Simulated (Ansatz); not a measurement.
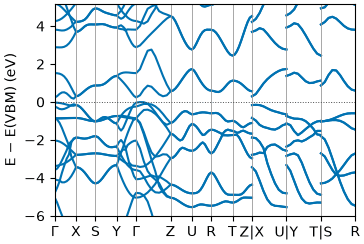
Band structure from PBE in the plane-wave PAW code Ansatz

Question: Read off the gap and where the band edges lie.

Answer: About 0.2 eV (0.17 eV by a search for the band edges); maximum on the Γ–Z line, 16 % of the way from Γ, minimum on the Γ–X line, 86 % of the way from Γ.

The material is GeS2 in space group Pnnm (No. 58; Ge on 2a, S on 4g).

A made-up cell: these elements were put on the sites of a structure type; neither database checked (COD, Materials Project) lists it. COD files the formula under space group No. 14, 43, 82, 122, 217, so this cell is another polymorph or a model. Its standing as an ambient phase is unchecked. The PBE relaxation kept the symmetry of its start; its stability against distortions is not shown here. Scalar-relativistic: spin–orbit coupling is off unless named, which matters more the heavier the elements.

Potentials: the later of the program's two PAW sets.
